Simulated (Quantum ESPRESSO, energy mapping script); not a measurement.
# Fe: energy mapping under PBE, QE, GBRV

Aim: the exchange couplings of Fe from the energies of a few collinear orders, and the ordering temperature that they give.

Method: PBE; plane waves, collinear spin, no spin–orbit coupling, in Quantum ESPRESSO 7.5.

The database entry behind the starting cell differs from later determinations by our own check (an axis about 0.7 % long against later determinations), so it need not match the best structure at ambient conditions.

### Step 1. The starting structure

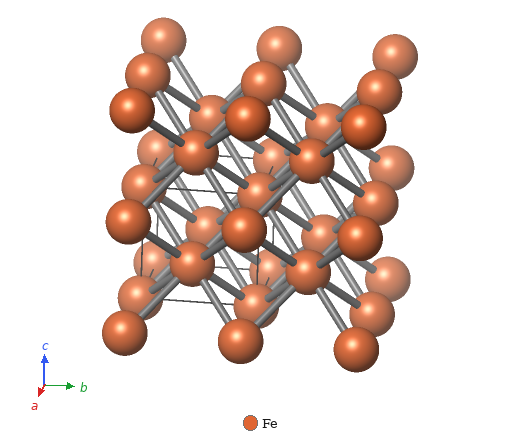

The starting structure, seen slightly off an axis (iron orange). 2×2×2 cells are drawn. This picture shows the conventional cell, with its axes. Some periodic images of atoms are drawn too.

Coordinates:

```cif
data_structure
_symmetry_space_group_name_H-M 'P 1'
_symmetry_Int_Tables_number 1
_cell_length_a 2.4993
_cell_length_b 2.4993
_cell_length_c 2.4993
_cell_angle_alpha 109.471
_cell_angle_beta 109.471
_cell_angle_gamma 109.471
_cell_volume 12.02
loop_
_atom_site_label
_atom_site_type_symbol
_atom_site_fract_x
_atom_site_fract_y
_atom_site_fract_z
_atom_site_occupancy
Fe1 Fe 0.00000 0.00000 0.00000 1
```

No correction acts on the open shell here, which makes this the cheap baseline. These runs use Quantum ESPRESSO.

### Step 2. Parallel start in cell A (2 atoms)

The parallel order is the zero of energy for this cell and mesh.

The potential files are GBRV's for PBE; pw.x takes the functional from them.

Input file pw.in:

```
&control
  calculation = 'scf'
  prefix = 'pw'
  outdir = './tmp/'
  pseudo_dir = './pseudo/'
  verbosity = 'low'
/
&system
  ibrav = 0
  nat = 2
  ntyp = 1
  ecutwfc = 45
  ecutrho = 360
  nbnd = 30
  occupations = 'smearing'
  smearing = 'fd'
  degauss = 0.00734986
  nspin = 2
  starting_magnetization(1) = 0.1750
/
&electrons
  conv_thr = 5.0e-09
  electron_maxstep = 120
  mixing_beta = 0.3
  mixing_mode = 'plain'
/
ATOMIC_SPECIES
  Fe 55.8450 Fe.upf
CELL_PARAMETERS angstrom
  -1.44300000 1.44300000 1.44300000
  1.44300000 -1.44300000 1.44300000
  2.88600000 2.88600000 0.00000000
ATOMIC_POSITIONS crystal
  Fe 0.00000000 0.00000000 0.00000000
  Fe 0.50000000 0.50000000 0.50000000
K_POINTS automatic
  14 14 8 0 0 0
```

On the command line:

```console
OMP_NUM_THREADS=1 mpirun -n 4 pw.x -nk 4 -in pw.in > pw.out
```

The program printed:

```text
Program PWSCF v.7.5 starts
[...]
unit-cell volume          =     162.2130 (a.u.)^3
     number of atoms/cell      =            2
[...]
number of electrons       =        32.00
     number of Kohn-Sham states=           30
     kinetic-energy cutoff     =      45.0000  Ry
     charge density cutoff     =     360.0000  Ry
     scf convergence threshold =      5.0E-09
[...]
Exchange-correlation=  SLA  PW   PBX  PBC
[...]
atomic species   magnetization
[...]
8 Sym. Ops., with inversion, found
[...]
number of k points=   285  Fermi-Dirac smearing, width (Ry)=  0.0073
[...]
iteration #  1     ecut=    45.00 Ry     beta= 0.30
[...]
total energy              =    -499.69540050 Ry
     estimated scf accuracy    <       4.82280372 Ry
     total magnetization       =     3.98 Bohr mag/cell
     absolute magnetization    =     3.99 Bohr mag/cell
     iteration #  2     ecut=    45.00 Ry     beta= 0.30
[...]
total energy              =    -500.66583404 Ry
     estimated scf accuracy    <       0.11616225 Ry
     total magnetization       =     4.97 Bohr mag/cell
     absolute magnetization    =     5.04 Bohr mag/cell
     iteration #  3     ecut=    45.00 Ry     beta= 0.30
[...]
total energy              =    -500.69125779 Ry
     estimated scf accuracy    <       0.00695411 Ry
     total magnetization       =     4.77 Bohr mag/cell
     absolute magnetization    =     4.88 Bohr mag/cell
     iteration #  4     ecut=    45.00 Ry     beta= 0.30
[...]
total energy              =    -500.69212220 Ry
     estimated scf accuracy    <       0.00705408 Ry
     total magnetization       =     4.77 Bohr mag/cell
     absolute magnetization    =     4.99 Bohr mag/cell
     iteration #  5     ecut=    45.00 Ry     beta= 0.30
[...]
total energy              =    -500.69385617 Ry
     estimated scf accuracy    <       0.00189738 Ry
     total magnetization       =     4.71 Bohr mag/cell
     absolute magnetization    =     4.95 Bohr mag/cell
     iteration #  6     ecut=    45.00 Ry     beta= 0.30
[...]
total energy              =    -500.69340783 Ry
     estimated scf accuracy    <       0.00196448 Ry
     total magnetization       =     4.69 Bohr mag/cell
     absolute magnetization    =     4.94 Bohr mag/cell
     iteration #  7     ecut=    45.00 Ry     beta= 0.30
[...]
total energy              =    -500.69388622 Ry
     estimated scf accuracy    <       0.00008960 Ry
     total magnetization       =     4.71 Bohr mag/cell
     absolute magnetization    =     4.99 Bohr mag/cell
     iteration #  8     ecut=    45.00 Ry     beta= 0.30
[...]
total energy              =    -500.69387045 Ry
     estimated scf accuracy    <       0.00005848 Ry
     total magnetization       =     4.71 Bohr mag/cell
     absolute magnetization    =     4.99 Bohr mag/cell
     iteration #  9     ecut=    45.00 Ry     beta= 0.30
[...]
total energy              =    -500.69388261 Ry
     estimated scf accuracy    <       0.00000204 Ry
     total magnetization       =     4.72 Bohr mag/cell
     absolute magnetization    =     5.00 Bohr mag/cell
     iteration # 10     ecut=    45.00 Ry     beta= 0.30
[...]
total energy              =    -500.69388283 Ry
     estimated scf accuracy    <       0.00000080 Ry
     total magnetization       =     4.72 Bohr mag/cell
     absolute magnetization    =     5.00 Bohr mag/cell
     iteration # 11     ecut=    45.00 Ry     beta= 0.30
[...]
total energy              =    -500.69388356 Ry
     estimated scf accuracy    <       0.00000003 Ry
     total magnetization       =     4.72 Bohr mag/cell
     absolute magnetization    =     5.00 Bohr mag/cell
     iteration # 12     ecut=    45.00 Ry     beta= 0.30
[...]
total energy              =    -500.69388357 Ry
     estimated scf accuracy    <          6.7E-09 Ry
     total magnetization       =     4.72 Bohr mag/cell
     absolute magnetization    =     5.00 Bohr mag/cell
     iteration # 13     ecut=    45.00 Ry     beta= 0.30
[...]
Magnetic moment per site  (integrated on atomic sphere of radius R)
     atom   1 (R=0.413)  charge= 14.4349  magn=  2.4223
     atom   2 (R=0.413)  charge= 14.4349  magn=  2.4223
     End of self-consistent calculation
     Number of k-points >= 100: set verbosity='high' to print the bands.
     the Fermi energy is    16.9726 ev
!    total energy              =    -500.69388359 Ry
     estimated scf accuracy    <          8.6E-10 Ry
     smearing contrib. (-TS)   =      -0.00505027 Ry
     internal energy E=F+TS    =    -500.68883332 Ry
     The total energy is F=E-TS. E is the sum of the following terms:
     one-electron contribution =    -237.10514876 Ry
     hartree contribution      =     136.47938970 Ry
     xc contribution           =     -58.41051148 Ry
     ewald contribution        =    -341.65256279 Ry
     total magnetization       =     4.72 Bohr mag/cell
     absolute magnetization    =     5.00 Bohr mag/cell
     convergence has been achieved in  13 iterations
=------------------------------------------------------------------------------=
   JOB DONE.
=------------------------------------------------------------------------------=
```

It took 56 s on 4 MPI ranks of Arm Neoverse V2, shared host; peak memory 0.48 GiB; 3.7 min of CPU time.

Spin moment in the sphere by atom:

```csv
atom,spin moment in the sphere (μB)
Fe1,2.42
Fe2,2.42
```

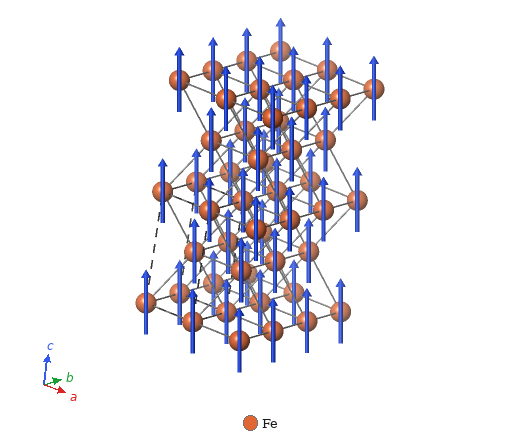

Spin moment in the sphere as arrows, the longest 2.42 μB. Up and down stand for the sign. Arrows give size and sign along the axis of quantisation, drawn up and down the page. 2×3×2 cells are drawn. Some periodic images of atoms are drawn too.

The run ends ferromagnetic.

### Step 3. Compensated +− start in cell A (2 atoms)

This order reverses 4 of the 8 neighbours at 2.50 Å, 4 of the 6 neighbours at 2.89 Å and 8 of the 12 neighbours at 4.08 Å, counted for an average magnetic atom.

pw.in, as its differences from that of step 2:

```diff
@@ -10,6 +10,6 @@
   nat = 2
-  ntyp = 1
+  ntyp = 2
   ecutwfc = 45
   ecutrho = 360
-  nbnd = 30
+  nbnd = 27
   occupations = 'smearing'
@@ -19,2 +19,3 @@
   starting_magnetization(1) = 0.1750
+  starting_magnetization(2) = -0.1750
 /
@@ -27,3 +28,4 @@
 ATOMIC_SPECIES
-  Fe 55.8450 Fe.upf
+  Fe1 55.8450 Fe.upf
+  Fe2 55.8450 Fe.upf
 CELL_PARAMETERS angstrom
@@ -33,4 +35,4 @@
 ATOMIC_POSITIONS crystal
-  Fe 0.00000000 0.00000000 0.00000000
-  Fe 0.50000000 0.50000000 0.50000000
+  Fe1 0.00000000 0.00000000 0.00000000
+  Fe2 0.50000000 0.50000000 0.50000000
 K_POINTS automatic
```

The program printed:

```text
[banner, memory and clock lines left out]
Program PWSCF v.7.5 starts
[...]
unit-cell volume          =     162.2130 (a.u.)^3
     number of atoms/cell      =            2
[...]
number of electrons       =        32.00
     number of Kohn-Sham states=           27
     kinetic-energy cutoff     =      45.0000  Ry
     charge density cutoff     =     360.0000  Ry
     scf convergence threshold =      5.0E-09
[...]
Exchange-correlation=  SLA  PW   PBX  PBC
[...]
atomic species   magnetization
[...]
8 Sym. Ops., with inversion, found
[...]
number of k points=   285  Fermi-Dirac smearing, width (Ry)=  0.0073
[...]
iteration #  1     ecut=    45.00 Ry     beta= 0.30
[...]
total energy              =    -499.66217726 Ry
     estimated scf accuracy    <       4.90613626 Ry
     total magnetization       =     0.00 Bohr mag/cell
     absolute magnetization    =     3.90 Bohr mag/cell
     iteration #  2     ecut=    45.00 Ry     beta= 0.30
[...]
total energy              =    -500.64101434 Ry
     estimated scf accuracy    <       0.09380818 Ry
     total magnetization       =     0.00 Bohr mag/cell
     absolute magnetization    =     4.78 Bohr mag/cell
     iteration #  3     ecut=    45.00 Ry     beta= 0.30
[...]
total energy              =    -500.65940139 Ry
     estimated scf accuracy    <       0.00707365 Ry
     total magnetization       =     0.00 Bohr mag/cell
     absolute magnetization    =     4.71 Bohr mag/cell
[...]
total energy              =    -500.66104641 Ry
[...]
iteration # 13     ecut=    45.00 Ry     beta= 0.30
[...]
total energy              =    -500.66104644 Ry
     estimated scf accuracy    <       0.00000003 Ry
     total magnetization       =    -0.00 Bohr mag/cell
     absolute magnetization    =     4.57 Bohr mag/cell
     iteration # 14     ecut=    45.00 Ry     beta= 0.30
[...]
Magnetic moment per site  (integrated on atomic sphere of radius R)
     atom   1 (R=0.413)  charge= 14.4279  magn=  2.2155
     atom   2 (R=0.413)  charge= 14.4279  magn= -2.2155
     End of self-consistent calculation
     Number of k-points >= 100: set verbosity='high' to print the bands.
     the Fermi energy is    17.3416 ev
!    total energy              =    -500.66104647 Ry
     estimated scf accuracy    <          3.5E-10 Ry
     smearing contrib. (-TS)   =      -0.00750920 Ry
     internal energy E=F+TS    =    -500.65353727 Ry
     The total energy is F=E-TS. E is the sum of the following terms:
     one-electron contribution =    -236.88172687 Ry
     hartree contribution      =     136.20580273 Ry
     xc contribution           =     -58.32505034 Ry
     ewald contribution        =    -341.65256279 Ry
     total magnetization       =    -0.00 Bohr mag/cell
     absolute magnetization    =     4.57 Bohr mag/cell
     convergence has been achieved in  14 iterations
```

The job ended after 54 s (4 MPI ranks; peak memory 0.47 GiB).

Spin moment in the sphere by atom:

```csv
atom,spin moment in the sphere (μB)
Fe1,2.22
Fe2,-2.22
```

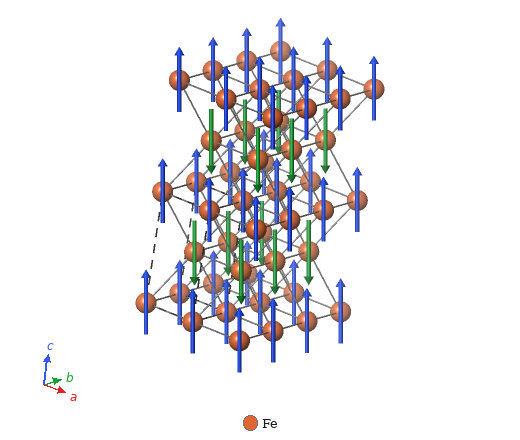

Spin moment in the sphere as arrows, the longest 2.22 μB. Up and down stand for the sign. Arrows give size and sign along the axis of quantisation, drawn up and down the page. The two directions have two colours. 2×3×2 cells are drawn. Some periodic images of atoms are drawn too.

The run ends antiferromagnetic, 231.75 meV a magnetic atom above the parallel order of its cell (energies taken at zero occupation width, not the printed F).

### Step 4. Order 3: parallel, cell B of 2 atoms

A new cell needs its own zero of energy.

This run holds the same structure in another cell (a 2.499 → 2.886 Å, b 2.499 → 2.886 Å, c 4.081 → 2.886 Å, γ 109.5 → 90.0°).

Input file pw.in:

```
&control
  calculation = 'scf'
  prefix = 'pw'
  outdir = './tmp/'
  pseudo_dir = './pseudo/'
  verbosity = 'low'
/
&system
  ibrav = 0
  nat = 2
  ntyp = 1
  ecutwfc = 45
  ecutrho = 360
  nbnd = 30
  occupations = 'smearing'
  smearing = 'fd'
  degauss = 0.00734986
  nspin = 2
  starting_magnetization(1) = 0.1750
/
&electrons
  conv_thr = 5.0e-09
  electron_maxstep = 120
  mixing_beta = 0.3
  mixing_mode = 'plain'
/
ATOMIC_SPECIES
  Fe 55.8450 Fe.upf
CELL_PARAMETERS angstrom
  0.00000000 -2.88600000 0.00000000
  -2.88600000 0.00000000 0.00000000
  0.00000000 0.00000000 -2.88600000
ATOMIC_POSITIONS crystal
  Fe 0.50000000 0.50000000 0.50000000
  Fe 0.00000000 0.00000000 0.00000000
K_POINTS automatic
  11 11 11 0 0 0
```

The program printed:

```text
[banner, memory and clock lines left out]
Program PWSCF v.7.5 starts
[...]
unit-cell volume          =     162.2130 (a.u.)^3
     number of atoms/cell      =            2
[...]
number of electrons       =        32.00
     number of Kohn-Sham states=           30
     kinetic-energy cutoff     =      45.0000  Ry
     charge density cutoff     =     360.0000  Ry
[...]
internal energy E=F+TS    =    -500.68862213 Ry
     The total energy is F=E-TS. E is the sum of the following terms:
     one-electron contribution =    -237.09930118 Ry
     hartree contribution      =     136.47417745 Ry
     xc contribution           =     -58.41093561 Ry
     ewald contribution        =    -341.65256279 Ry
     total magnetization       =     4.74 Bohr mag/cell
     absolute magnetization    =     5.01 Bohr mag/cell
     convergence has been achieved in  13 iterations
[key lines of the parts left out:]
!    total energy              =    -500.69378761 Ry
the Fermi energy is    16.9662 ev
```

It took 10 s on 4 MPI ranks; peak memory 0.31 GiB; 40 s of CPU time.

The run ends ferromagnetic. For each magnetic atom its energy differs from the parallel run of the first cell by 1.04 meV, an error that one common reference would have brought in.

### Step 5. Order 4: compensated +−, cell B of 2 atoms

This order reverses 8 of the 8 neighbours at 2.50 Å, 0 of the 6 neighbours at 2.89 Å and 0 of the 12 neighbours at 4.08 Å, counted for an average magnetic atom.

pw.in, as its differences from that of step 4:

```diff
@@ -10,6 +10,6 @@
   nat = 2
-  ntyp = 1
+  ntyp = 2
   ecutwfc = 45
   ecutrho = 360
-  nbnd = 30
+  nbnd = 27
   occupations = 'smearing'
@@ -19,2 +19,3 @@
   starting_magnetization(1) = 0.1750
+  starting_magnetization(2) = -0.1750
 /
@@ -27,3 +28,4 @@
 ATOMIC_SPECIES
-  Fe 55.8450 Fe.upf
+  Fe1 55.8450 Fe.upf
+  Fe2 55.8450 Fe.upf
 CELL_PARAMETERS angstrom
@@ -33,4 +35,4 @@
 ATOMIC_POSITIONS crystal
-  Fe 0.50000000 0.50000000 0.50000000
-  Fe 0.00000000 0.00000000 0.00000000
+  Fe1 0.50000000 0.50000000 0.50000000
+  Fe2 0.00000000 0.00000000 0.00000000
 K_POINTS automatic
```

The program printed:

```text
[banner, memory and clock lines left out]
Program PWSCF v.7.5 starts
[...]
unit-cell volume          =     162.2130 (a.u.)^3
     number of atoms/cell      =            2
[...]
number of electrons       =        32.00
     number of Kohn-Sham states=           27
     kinetic-energy cutoff     =      45.0000  Ry
     charge density cutoff     =     360.0000  Ry
[...]
internal energy E=F+TS    =    -500.61325185 Ry
     The total energy is F=E-TS. E is the sum of the following terms:
     one-electron contribution =    -236.92237718 Ry
     hartree contribution      =     136.23876372 Ry
     xc contribution           =     -58.27707561 Ry
     ewald contribution        =    -341.65256279 Ry
     total magnetization       =     0.00 Bohr mag/cell
     absolute magnetization    =     4.11 Bohr mag/cell
     convergence has been achieved in  15 iterations
[key lines of the parts left out:]
!    total energy              =    -500.62674899 Ry
the Fermi energy is    17.3675 ev
```

Run time: 12 s. Hardware: 4 MPI ranks; peak memory 0.32 GiB.

The run ends antiferromagnetic, 484.39 meV a magnetic atom above the parallel order of its cell (energies taken at zero occupation width, not the printed F).

### Step 6. Parallel start in cell C (3 atoms)

The parallel order again, as the reference for this cell.

Input file pw.in:

```
&control
  calculation = 'scf'
  prefix = 'pw'
  outdir = './tmp/'
  pseudo_dir = './pseudo/'
  verbosity = 'low'
/
&system
  ibrav = 0
  nat = 3
  ntyp = 1
  ecutwfc = 45
  ecutrho = 360
  nbnd = 43
  occupations = 'smearing'
  smearing = 'fd'
  degauss = 0.00734986
  nspin = 2
  starting_magnetization(1) = 0.1750
/
&electrons
  conv_thr = 7.5e-09
  electron_maxstep = 120
  mixing_beta = 0.3
  mixing_mode = 'plain'
/
ATOMIC_SPECIES
  Fe 55.8450 Fe.upf
CELL_PARAMETERS angstrom
  -1.44300000 1.44300000 1.44300000
  0.00000000 -2.88600000 2.88600000
  2.88600000 2.88600000 0.00000000
ATOMIC_POSITIONS crystal
  Fe 0.00000000 0.00000000 0.00000000
  Fe 0.66666667 0.66666667 0.33333333
  Fe 0.33333333 0.33333333 0.66666667
K_POINTS automatic
  13 9 9 0 0 0
```

The program printed:

```text
[banner, memory and clock lines left out]
Program PWSCF v.7.5 starts
[...]
unit-cell volume          =     243.3195 (a.u.)^3
     number of atoms/cell      =            3
[...]
number of electrons       =        48.00
     number of Kohn-Sham states=           43
     kinetic-energy cutoff     =      45.0000  Ry
     charge density cutoff     =     360.0000  Ry
[...]
internal energy E=F+TS    =    -751.03273838 Ry
     The total energy is F=E-TS. E is the sum of the following terms:
     one-electron contribution =    -355.64996153 Ry
     hartree contribution      =     204.71148885 Ry
     xc contribution           =     -87.61542152 Ry
     ewald contribution        =    -512.47884418 Ry
     total magnetization       =     7.09 Bohr mag/cell
     absolute magnetization    =     7.51 Bohr mag/cell
     convergence has been achieved in  12 iterations
[key lines of the parts left out:]
!    total energy              =    -751.04058949 Ry
the Fermi energy is    16.9709 ev
```

It took 57 s on 4 MPI ranks; peak memory 0.53 GiB; 3.8 min of CPU time.

The run ends ferromagnetic. For each magnetic atom its energy differs from the parallel run of the first cell by 1.70 meV, an error that one common reference would have brought in.

### Step 7. Uncompensated ++− start in cell C (3 atoms)

This order reverses 4 of the 8 neighbours at 2.50 Å, 4 of the 6 neighbours at 2.89 Å and 4 of the 12 neighbours at 4.08 Å, counted for an average magnetic atom.

Input file pw.in:

```
&control
  calculation = 'scf'
  prefix = 'pw'
  outdir = './tmp/'
  pseudo_dir = './pseudo/'
  verbosity = 'low'
/
&system
  ibrav = 0
  nat = 3
  ntyp = 2
  ecutwfc = 45
  ecutrho = 360
  nbnd = 40
  occupations = 'smearing'
  smearing = 'fd'
  degauss = 0.00734986
  nspin = 2
  starting_magnetization(1) = 0.1750
  starting_magnetization(2) = -0.1750
/
&electrons
  conv_thr = 7.5e-09
  electron_maxstep = 120
  mixing_beta = 0.3
  mixing_mode = 'plain'
/
ATOMIC_SPECIES
  Fe1 55.8450 Fe.upf
  Fe2 55.8450 Fe.upf
CELL_PARAMETERS angstrom
  -1.44300000 1.44300000 1.44300000
  0.00000000 -2.88600000 2.88600000
  2.88600000 2.88600000 0.00000000
ATOMIC_POSITIONS crystal
  Fe1 0.00000000 0.00000000 0.00000000
  Fe1 0.66666667 0.66666667 0.33333333
  Fe2 0.33333333 0.33333333 0.66666667
K_POINTS automatic
  13 9 9 0 0 0
```

The program printed:

```text
[banner, memory and clock lines left out]
Program PWSCF v.7.5 starts
[...]
unit-cell volume          =     243.3195 (a.u.)^3
     number of atoms/cell      =            3
[...]
number of electrons       =        48.00
     number of Kohn-Sham states=           40
     kinetic-energy cutoff     =      45.0000  Ry
     charge density cutoff     =     360.0000  Ry
[...]
internal energy E=F+TS    =    -750.98624207 Ry
     The total energy is F=E-TS. E is the sum of the following terms:
     one-electron contribution =    -355.34710200 Ry
     hartree contribution      =     204.32033339 Ry
     xc contribution           =     -87.48062929 Ry
     ewald contribution        =    -512.47884418 Ry
     total magnetization       =     1.63 Bohr mag/cell
     absolute magnetization    =     6.75 Bohr mag/cell
     convergence has been achieved in  15 iterations
[key lines of the parts left out:]
!    total energy              =    -750.99625480 Ry
the Fermi energy is    17.2543 ev
```

Run time: 63 s. Hardware: 4 MPI ranks; peak memory 0.52 GiB.

The run ends ferrimagnetic, 205.97 meV a magnetic atom above the parallel order of its cell (energies taken at zero occupation width, not the printed F).

[end of part 1 of 2]

[Logs and program files are shortened in this print: banners, set-up blocks, solver, clock and traceback lines can be left out without a mark of their own.]

[Logs are printed without paths, hosts, clocks, repeated set-up lines and the standing remarks that a program may print on its own settings, such as how far it seeks lower states.]

[Hosts, paths, dates, database ids (printed as entryN), source tags and the programs' standing remarks are cut or masked in the printed files.]

[Where a cell is said to come from a database of computed structures, the database is the Materials Project.]
